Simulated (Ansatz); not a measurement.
# Decaying states in the gap of SrBiAsO6, part 2 of 3

A new crystal, SrBiAsO6: structure, gap and complex bands. It is built by putting Bi for part of the As in the SrAs2O6 structure of space group P-31m, with the volume rescaled by atomic radii. The parent structure comes from the Materials Project.

Ansatz 0.2.0; r2SCAN DFT, plane waves, PAW files (the session's first sound run).

So far. Step 2 (Relaxing the new crystal): The largest force component on a free atom ends at 1.9e-4 eV/Å.

The structure was built from a prototype and need not be the compound's stable phase.

## 3. The bulk crystal and its band edges

The energy window and the wavevectors of the next steps follow from the band edges, so these are searched first, off the mesh as well.

File input.yaml:

```yaml
crystal:
  lattice:
    - [5.2428701064, 0.0, 0.0]
    - [-2.6214350532, 4.5404587009, 0.0]
    - [0.0, 0.0, 5.3815166159]
  atoms:
    - { symbol: Sr, position: [0.0, 0.0, 0.0] }
    - { symbol: As, position: [0.3333333333, 0.6666666667, 0.5] }
    - { symbol: Bi, position: [0.6666666667, 0.3333333333, 0.5] }
    - { symbol: O, position: [0.035730423, 0.6418764902, 0.7021142645] }
    - { symbol: O, position: [0.035730423, 0.3938539327, 0.2978857355] }
    - { symbol: O, position: [0.3581235098, 0.3938539327, 0.7021142645] }
    - { symbol: O, position: [0.6061460673, 0.6418764902, 0.2978857355] }
    - { symbol: O, position: [0.3581235098, -0.035730423, 0.2978857355] }
    - { symbol: O, position: [0.6061460673, -0.035730423, 0.7021142645] }
kpoints:
  mp_grid: { grid: [6, 6, 4] }
  band_path: { path: [VBM, CBM], npoints: 30 }
scf:
  occupations: { method: fixed }
hamiltonian:
  xc: r2scan
output:
  eigenvalues: true
  write_potential: true
  write_density: true
  volumetric_format: npy
  elf: true
```

Command:

```console
> ansatz run input.yaml --threads 2 --pin off --max-ram 4096MiB --backend cpu --events-out ev --progress --plain --runs-dir out
```

Numbers of over 12 decimals in the logs are rounded to 6 here.

Log:

```text
[...]
Crystal: 9 atoms, lattice volume = 128.107 Å³
Basis set: ecut = 500 eV, 3271 PW (Γ), exchange–correlation on 160×160×160 points (64 copies of the dense FFT grid, shifted against one another)
Bands: 47, of which v1, the nominal top of the filled ones, is band 38 counted from 1 (37 counted from 0)
Symmetry: 6 space group operations
[...]
k-points: 24 of 144 (time reversal used)
[...]
SCF iter   1: F=—  HF=-24241.632884 eV  |F-HF|=—  |Δ(HF+E_count)|=         —  Δρ=8.69e-3  dr2=8.10e-2  dr2_τ=4.04e-1  ethr=1.77e-3  ⟨swp⟩=5.5  Hψ=4407  notcnv=0  defer=138
[...]
SCF iter   8: F=-24241.817556 eV  HF=-24241.817556 eV  |F-HF|=3.99e-9  |Δ(HF+E_count)|=   3.99e-8  Δρ=1.92e-6  dr2=6.64e-9  dr2_τ=4.41e-10  ethr=1.32e-10  ⟨swp⟩=2.1  Hψ=2157  notcnv=0
SCF 1 converged in 8 iterations: F = -24241.817556 eV  dr2 = 6.64e-9
[...]
NSCF: frozen V_eff on 34 k-points
[...]
SCF converged after 8 iterations
Free energy (F): -24241.817556 eV
[...]
Internal energy: -24241.817556 eV  (E = F + TS)
E sigma→0 (E₀):  -24241.817556 eV
Fermi energy:    6.286259 eV
[...]
--- Band table (eV; the first three rows and the last of 24) ---
  k-point 0: bands = [... 34 lower, 5.5964, 5.6460, 6.1555, 6.1555, 8.4943, 11.5810, 13.6222, 14.9253, ... 5 higher]
  k-point 1: bands = [... 34 lower, 5.6004, 5.7203, 6.1396, 6.1505, 8.8065, 11.8708, 13.2796, 14.6842, ... 5 higher]
  k-point 2: bands = [... 34 lower, 5.7446, 5.7446, 6.1384, 6.1384, 9.0650, 12.3462, 12.7963, 14.6349, ... 5 higher]
  k-point 23: bands = [... 34 lower, 5.6145, 6.0648, 6.1156, 6.1587, 9.7442, 11.9431, 13.1285, 14.0689, ... 5 higher]
```

It took 56 s on 2 threads of Arm Neoverse V2, shared host; peak memory 0.68 GiB.

Reading the cycles: dr2 is the Hartree energy of the density residual (eV), the measure of convergence; HF is the Harris–Foulkes estimate of the energy, which meets the free energy F at convergence.

Numbers from this step:

```
Fermi energy        : 6.286 eV
gap on the k-mesh   : 2.208 eV
gap on path         : 2.206 eV, by band count; negative where bands overlap
direct gap on path  : 2.339 eV
edge places on path : 0, 0.8352 1/A along the path
```

The electronic bands at the labelled points (eV, zero at the Fermi level (highest filled level under fixed occupations); v1 is the highest filled band, c1 the lowest empty one):

```
point     v4     v3     v2     v1    c1    c2    c3    c4
  VBM  -0.76  -0.48  -0.29   0.00  3.33  5.58  7.88  7.96
  CBM  -0.69  -0.64  -0.13  -0.13  2.21  5.29  7.34  8.64
```

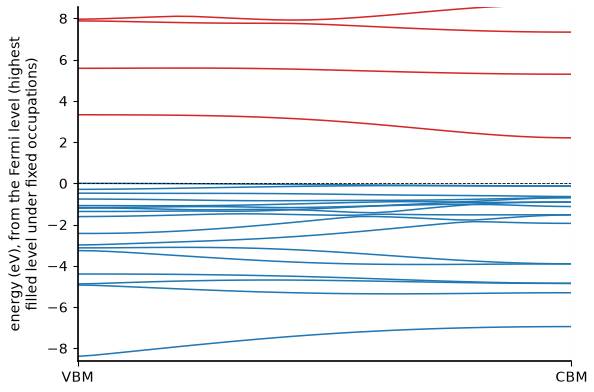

Electronic bands along the path; lines of filled and empty bands in two colours.

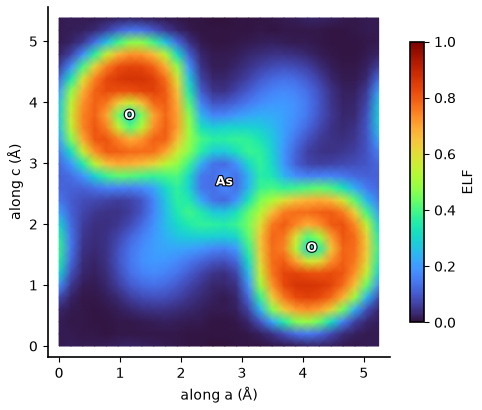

ELF in the ac plane at fractional y = 0.642, with atoms of As and O within 0.2 Å of it. It is the smooth field of the valence electrons, not physical close to the nuclei. The map starts off the cell's origin, so that atoms lie inside it.

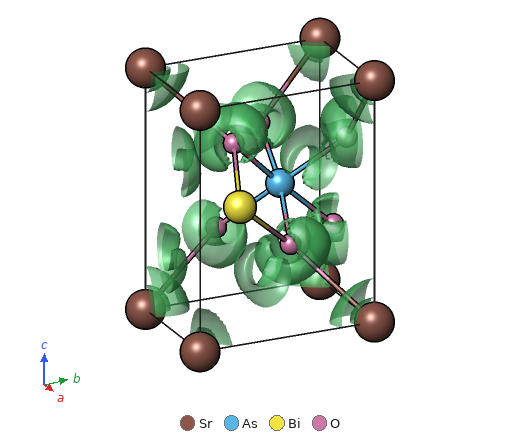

Surface of ELF = 0.8. Bonds to atoms that aren't drawn are left out.

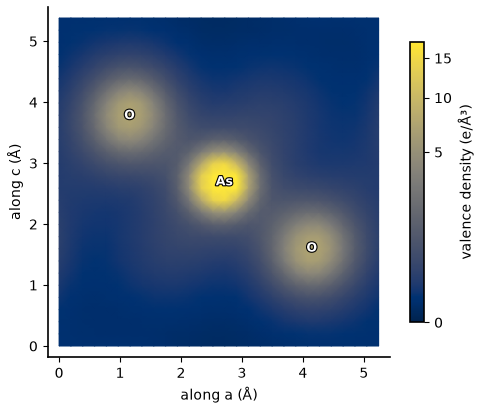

Valence density in the ac plane at fractional y = 0.642, with atoms of As and O within 0.2 Å of it. It is the smooth field of the valence electrons, not physical close to the nuclei. The map starts off the cell's origin, so that atoms lie inside it. The colour scale is stretched toward low values.

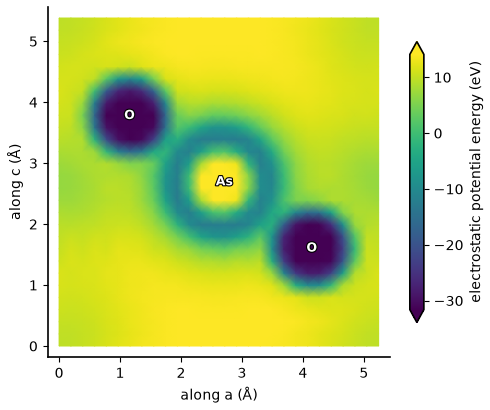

Electrostatic potential energy in the ac plane at fractional y = 0.642, with atoms of As and O within 0.2 Å of it. With pseudopotentials it is smooth inside the atoms' cores, unlike the true potential. The map starts off the cell's origin, so that atoms lie inside it.

The searched edges give 2.21 eV, against 2.21 eV on the mesh.

## 4. Complex bands

This step: r2SCAN DFT, plane waves, PAW files; complex bands by layer matching along the plane's normal (Ansatz 0.2.0).

The same crystal is laid in a cell whose first two vectors span the (100) plane (indices of the standard conventional cell, whose axes can be ordered otherwise than in the bulk input). At fixed energy and wavevector in the plane the solver finds all kz, real and complex. A few wavevectors are listed, (0, 0), (0.3333, 0.2083) and (0.5, 0) in units of the plane's reciprocal vectors; the slowest state needn't be among them.

File input.yaml:

```yaml
crystal:
  lattice:
    - [5.242870106, 0.0, 0.0]
    - [0.0, 5.381516616, 0.0]
    - [2.621435053, 0.0, 4.540458701]
  atoms:
    - { symbol: Sr, position: [0.0, 0.0, 0.0] }
    - { symbol: As, position: [0.3333333333, 0.5, 0.3333333333] }
    - { symbol: Bi, position: [0.6666666667, 0.5, 0.6666666667] }
    - { symbol: O, position: [0.6061460673, 0.7021142645, 0.035730423] }
    - { symbol: O, position: [0.3581235098, 0.2978857355, 0.035730423] }
    - { symbol: O, position: [0.035730423, 0.7021142645, 0.3581235098] }
    - { symbol: O, position: [0.035730423, 0.2978857355, 0.6061460673] }
    - { symbol: O, position: [0.6061460673, 0.2978857355, 0.3581235098] }
    - { symbol: O, position: [0.3581235098, 0.7021142645, 0.6061460673] }
kpoints:
  mp_grid: { grid: [6, 4, 6] }
scf:
  occupations: { method: fixed }
hamiltonian:
  xc: r2scan
output:
  eigenvalues: true
  transmission:
    leads: [[0, 0]]
    kpoints: [[0.0, 0.0], [0.3333, 0.2083], [0.5, 0.0]]
    e_range: [-1.0, 3.21]
    de: 0.07
```

Log:

```text
[...]
Crystal: 9 atoms, lattice volume = 128.107 Å³
Basis set: ecut = 500 eV, 3271 PW (Γ), exchange–correlation on 160×160×160 points (64 copies of the dense FFT grid, shifted against one another)
Bands: 47, of which v1, the nominal top of the filled ones, is band 38 counted from 1 (37 counted from 0)
Symmetry: 6 space group operations
[...]
k-points: 24 of 144 (time reversal used)
[...]
SCF iter   1: F=—  HF=-24241.632891 eV  |F-HF|=—  |Δ(HF+E_count)|=         —  Δρ=8.69e-3  dr2=8.09e-2  dr2_τ=4.04e-1  ethr=1.77e-3  ⟨swp⟩=5.5  Hψ=4402  notcnv=0  defer=140
[...]
SCF iter   8: F=-24241.817556 eV  HF=-24241.817556 eV  |F-HF|=4.06e-9  |Δ(HF+E_count)|=   3.79e-8  Δρ=1.92e-6  dr2=6.63e-9  dr2_τ=4.44e-10  ethr=1.32e-10  ⟨swp⟩=2.1  Hψ=2154  notcnv=0
SCF 1 converged in 8 iterations: F = -24241.817556 eV  dr2 = 6.63e-9
[...]
transmission: 9 of 27 steps passed
transmission: 18 of 27 steps passed
transmission: 27 of 27 steps passed
SCF converged after 8 iterations
Free energy (F): -24241.817556 eV
[...]
Internal energy: -24241.817556 eV  (E = F + TS)
E sigma→0 (E₀):  -24241.817556 eV
Fermi energy:    6.286259 eV
[...]
--- Band table (eV; the first three rows and the last of 24) ---
  k-point 0: bands = [... 34 lower, 5.5964, 5.6460, 6.1555, 6.1555, 8.4943, 11.5810, 13.6222, 14.9253, ... 5 higher]
  k-point 1: bands = [... 34 lower, 5.4762, 5.7548, 6.1489, 6.2073, 8.8969, 11.6472, 13.7954, 14.6812, ... 5 higher]
  k-point 2: bands = [... 34 lower, 5.6178, 5.9049, 6.0978, 6.1964, 9.4360, 11.8006, 14.1364, 14.1414, ... 5 higher]
  k-point 23: bands = [... 34 lower, 5.6145, 6.0648, 6.1156, 6.1587, 9.7442, 11.9431, 13.1285, 14.0689, ... 5 higher]
--- Transmission ---
  basis      : 293 plane waves across, 9 finite elements along
  points     : 3, as listed
  energies   : 61 from -1.000000 to 3.200000 eV about the Fermi level, 0.070000 eV apart; the leads are filled to 1.104032 eV, and channels, transmission and decay are at 1.100000 eV
  crystal 0  : As1O6Bi1Sr1, at the sites [0, 0], period 4.5405 Å: whole cells are its period
    offset         : up to 0.0000 Å between an atom of the period and one for which it stands
    channels       : 0.000000e0 a spin
    conductance    : none, the energies end too early or step too widely for 300 K: set another output.transmission.e_range or a lower de, or, where they end at an eighth of basis.ecutwfc, a higher one
    slowest decay  : 0.2475 /Å at (0.0000, 0.0000)
```

Wall time 2.3 min (2 threads); peak memory 1.2 GiB; 3.8 min of CPU time.

Numbers from this step:

| Quantity | Value |
| --- | --- |
| level to which the leads are filled | 1.104 eV from the Fermi level |
| decay constant at the filling level, zone centre | 0.2475 Å⁻¹ |
| decay constant at the filling level, slowest listed point | 0.2475 Å⁻¹ |

K parallel (0, 0); values up to 1.5 1/Å, a degenerate pair printed once or twice; energies at which all values exceed this have no row. The Im kz of the slowest decaying states by energy, zero at the highest filled level on the SCF mesh:

```
energy (eV)  decay 1 (Å⁻¹)  decay 2 (Å⁻¹)  decay 3 (Å⁻¹)  decay 4 (Å⁻¹)
     -1.000         0.0468          0.392          0.610          0.614
     -0.510          0.128          0.223          0.237          0.335
     -0.020          0.182          0.224          0.395          0.446
      0.470          0.249          0.461          0.463          0.692
      1.030          0.250          0.491          0.606          0.688
      1.520          0.220          0.503          0.634          0.695
      2.010          0.135          0.504          0.651          0.713
      2.500          0.490          0.662          0.721          0.727
      2.990          0.455          0.668          0.703          0.737
```

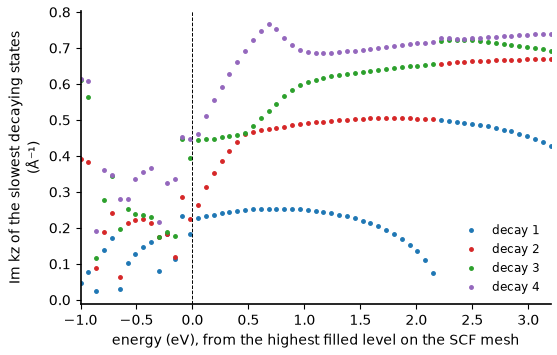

Im kz of the slowest decaying states, plotted against energy.

K parallel (0, 0). Re kz of states that move upwards against energy, zero at the highest filled level on the SCF mesh:

```
energy (eV)  channel 1 (Å⁻¹)  channel 2 (Å⁻¹)  channel 3 (Å⁻¹)  channel 4 (Å⁻¹)
     -1.000           -0.315           -0.276           -0.141            0.554
     -0.510            0.265                -                -                -
     -0.020                -                -                -                -
      0.470                -                -                -                -
      1.030                -                -                -                -
      1.520                -                -                -                -
      2.010                -                -                -                -
      2.500            0.190                -                -                -
      2.990            0.378                -                -                -
```

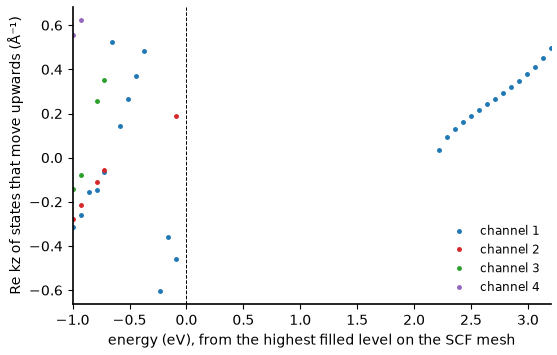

Re kz of states that move upwards, plotted against energy.

K parallel (0.3333, 0.2083); values up to 1.5 1/Å, a degenerate pair printed once or twice; energies at which all values exceed this have no row. Im kz of the slowest decaying states against energy, zero at the highest filled level on the SCF mesh:

```
energy (eV)  decay 1 (Å⁻¹)  decay 2 (Å⁻¹)  decay 3 (Å⁻¹)  decay 4 (Å⁻¹)
     -1.000          0.101          0.160          0.295          0.411
     -0.510         0.0759          0.102          0.281          0.328
     -0.020          0.144          0.415          0.538          0.613
      0.470          0.315          0.469          0.622          0.650
      1.030          0.373          0.578          0.621          0.665
      1.520          0.393          0.575          0.629          0.663
      2.010          0.390          0.554          0.653          0.661
      2.500          0.353          0.528          0.654          0.658
      2.990          0.199          0.477          0.643          0.644
```

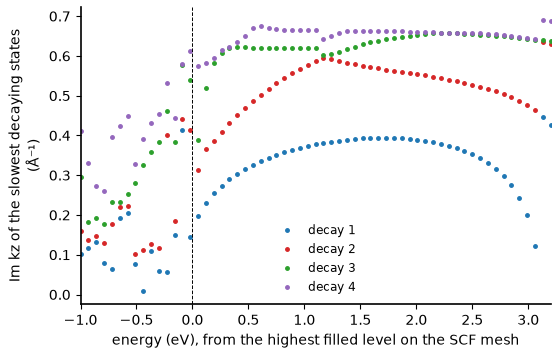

Im kz of the slowest decaying states, plotted against energy.

K parallel (0.5, 0); values up to 1.5 1/Å, a degenerate pair printed once or twice; energies at which all values exceed this have no row. The Im kz of the slowest decaying states by energy, zero at the highest filled level on the SCF mesh:

```
energy (eV)  decay 1 (Å⁻¹)  decay 2 (Å⁻¹)  decay 3 (Å⁻¹)  decay 4 (Å⁻¹)
     -1.000         0.0395          0.101          0.353          0.742
     -0.510          0.209          0.337          0.490          0.772
     -0.020          0.148          0.459          0.550          0.643
      0.470          0.414          0.610          0.651           1.02
      1.030          0.493          0.646          0.667          0.749
      1.520          0.530          0.617          0.668          0.748
      2.010          0.566          0.656          0.822          0.823
      2.500          0.547          0.635          0.838          0.883
      2.990          0.479          0.531          0.594          0.843
```

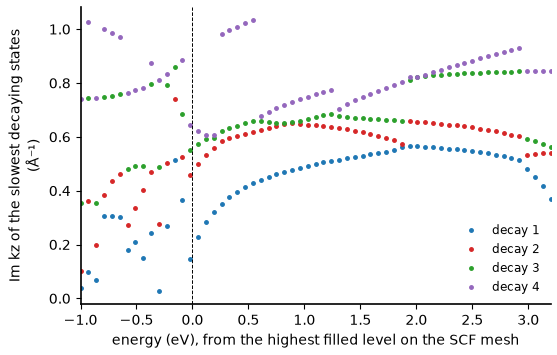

Im kz of the slowest decaying states against energy.

At the listed wavevectors the last open channel is at -0.02 eV and the next at +2.22 eV on the grid. At +1.10 eV, the grid energy nearest the filling level (the middle of the gap on the SCF mesh), the slowest state at the listed wavevectors decays with κ = 0.247 Å⁻¹, its amplitude falling by e over 4.0 Å. Through 1 nm of this crystal that state's transmission falls by exp(−2 × 0.247 Å⁻¹ × 10 Å) = 0.0071.

## 5. Band edges at another level, cutoff 1800 eV

This step: r2SCAN DFT, plane waves, JTH PAW files (Ansatz 0.2.0).

The edges again with JTH files, at the same atoms. Against that run the cutoff is 1800 eV against 500.

File input.yaml:

```yaml
crystal:
  lattice:
    - [5.2428701064, 0.0, 0.0]
    - [-2.6214350532, 4.5404587009, 0.0]
    - [0.0, 0.0, 5.3815166159]
  atoms:
    - { symbol: Sr, position: [0.0, 0.0, 0.0] }
    - { symbol: As, position: [0.3333333333, 0.6666666667, 0.5] }
    - { symbol: Bi, position: [0.6666666667, 0.3333333333, 0.5] }
    - { symbol: O, position: [0.035730423, 0.6418764902, 0.7021142645] }
    - { symbol: O, position: [0.035730423, 0.3938539327, 0.2978857355] }
    - { symbol: O, position: [0.3581235098, 0.3938539327, 0.7021142645] }
    - { symbol: O, position: [0.6061460673, 0.6418764902, 0.2978857355] }
    - { symbol: O, position: [0.3581235098, -0.035730423, 0.2978857355] }
    - { symbol: O, position: [0.6061460673, -0.035730423, 0.7021142645] }
kpoints:
  mp_grid: { grid: [6, 6, 4] }
  band_path: { path: [VBM, CBM], npoints: 30 }
scf:
  occupations: { method: fixed }
hamiltonian:
  xc: r2scan
  pseudopotentials: { kind: paw, source: jth }
output:
  eigenvalues: true
```

Log:

```text
Warning: <dir> the checks of this Sr dataset prove no rule for summing its radial tables, as where they were carried onto another mesh than they were made on, and Gregory's rule is taken, under which a leading mesh point left out moves its sums only by what lay on the interval it spanned. That does not make them correct, and they differ from Quantum ESPRESSO's on this file; a re-export a fraction of a mesh step off can move them. hamiltonian.pseudopotentials.radial_quadrature: simpson_from_first_knot sums it by `pw.x`'s rule; on a PAW file no value gives `pw.x`'s numbers. What more to know: hamiltonian.pseudopotentials.radial_quadrature, in the input reference
Warning: <dir> the checks of this As dataset prove no rule for summing its radial tables, as where they were carried onto another mesh than they were made on, and Gregory's rule is taken, under which a leading mesh point left out moves its sums only by what lay on the interval it spanned. That does not make them correct, and they differ from Quantum ESPRESSO's on this file; a re-export a fraction of a mesh step off can move them. hamiltonian.pseudopotentials.radial_quadrature: simpson_from_first_knot sums it by `pw.x`'s rule; on a PAW file no value gives `pw.x`'s numbers. What more to know: hamiltonian.pseudopotentials.radial_quadrature, in the input reference
Warning: <dir> the checks of this Bi dataset prove no rule for summing its radial tables, as where they were carried onto another mesh than they were made on, and Gregory's rule is taken, under which a leading mesh point left out moves its sums only by what lay on the interval it spanned. That does not make them correct, and they differ from Quantum ESPRESSO's on this file; a re-export a fraction of a mesh step off can move them. hamiltonian.pseudopotentials.radial_quadrature: simpson_from_first_knot sums it by `pw.x`'s rule; on a PAW file no value gives `pw.x`'s numbers. What more to know: hamiltonian.pseudopotentials.radial_quadrature, in the input reference
Warning: <dir> the checks of this O dataset prove no rule for summing its radial tables, as where they were carried onto another mesh than they were made on, and Gregory's rule is taken, under which a leading mesh point left out moves its sums only by what lay on the interval it spanned. That does not make them correct, and they differ from Quantum ESPRESSO's on this file; a re-export a fraction of a mesh step off can move them. hamiltonian.pseudopotentials.radial_quadrature: simpson_from_first_knot sums it by `pw.x`'s rule; on a PAW file no value gives `pw.x`'s numbers. What more to know: hamiltonian.pseudopotentials.radial_quadrature, in the input reference
[...]
Crystal: 9 atoms, lattice volume = 128.107 Å³
Basis set: ecut = 1800 eV, 22201 PW (Γ), exchange–correlation on 300×300×300 points (64 copies of the dense FFT grid, shifted against one another)
Bands: 47, of which v1, the nominal top of the filled ones, is band 38 counted from 1 (37 counted from 0)
Symmetry: 6 space group operations
[...]
k-points: 24 of 144 (time reversal used)
[...]
SCF iter   1: F=—  HF=-24173.591948 eV  |F-HF|=—  |Δ(HF+E_count)|=         —  Δρ=6.96e-2  dr2=6.64e0  dr2_τ=1.18e0  ethr=3.10e-3  ⟨swp⟩=6.8  Hψ=4954  notcnv=0  defer=159
[...]
SCF iter   9: F=-24172.265029 eV  HF=-24172.265029 eV  |F-HF|=1.63e-8  |Δ(HF+E_count)|=   4.37e-8  Δρ=2.47e-6  dr2=1.09e-8  dr2_τ=8.60e-10  ethr=1.32e-10  ⟨swp⟩=17.1  Hψ=6372  notcnv=0
SCF 1 converged in 9 iterations: F = -24172.265029 eV  dr2 = 1.09e-8
[...]
SCF converged after 9 iterations
Free energy (F): -24172.265029 eV
[...]
Internal energy: -24172.265029 eV  (E = F + TS)
E sigma→0 (E₀):  -24172.265029 eV
Fermi energy:    6.240740 eV
[...]
--- Band table (eV; the first three rows and the last of 24) ---
  k-point 0: bands = [... 34 lower, 5.5457, 5.5951, 6.1143, 6.1143, 8.4371, 11.5112, 13.5793, 14.8832, ... 5 higher]
  k-point 1: bands = [... 34 lower, 5.5511, 5.6701, 6.0991, 6.1070, 8.7498, 11.8021, 13.2345, 14.6457, ... 5 higher]
  k-point 2: bands = [... 34 lower, 5.6970, 5.6970, 6.0949, 6.0949, 9.0081, 12.2721, 12.7561, 14.5919, ... 5 higher]
  k-point 23: bands = [... 34 lower, 5.5658, 6.0149, 6.0708, 6.1168, 9.6863, 11.8710, 13.0871, 14.0233, ... 5 higher]
```

Wall time 5.5 min (2 threads); peak memory 2.6 GiB.

Numbers from this step:

```
free energy        : -24172.2650 eV
Fermi energy       : 6.241 eV
gap on the k-mesh  : 2.196 eV
gap on path        : 2.194 eV, by band count; negative where bands overlap
direct gap on path : 2.323 eV
```

The electronic bands at the labelled points (eV, zero at the Fermi level (highest filled level under fixed occupations); v1 is the highest filled band, c1 the lowest empty one):

```
point     v4     v3     v2     v1    c1    c2    c3    c4
  VBM  -0.76  -0.48  -0.29   0.00  3.32  5.55  7.88  7.97
  CBM  -0.69  -0.65  -0.13  -0.13  2.20  5.27  7.34  8.64
```

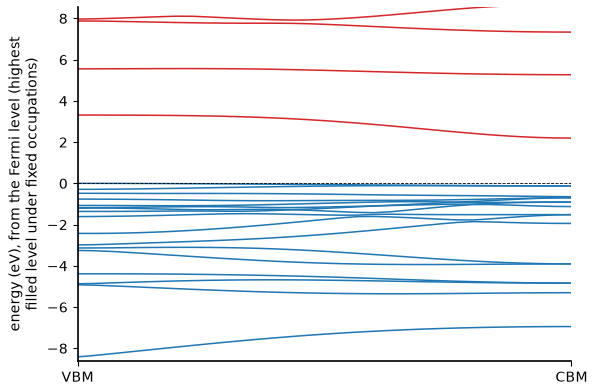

Electronic bands along the path; lines of filled and empty bands in two colours.

The searched edges give 2.19 eV, against 2.20 eV on the mesh.

(Part 2 of 3 ends here.)

[Logs are printed without paths, hosts, clocks, repeated set-up lines and the standing remarks that a program may print on its own settings, such as how far it seeks lower states.]

[Hosts, paths, dates, database ids (printed as entryN), source tags and the programs' standing remarks are cut or masked in the printed files.]

[New means built here by substitution; the compound itself may be known and measured.]
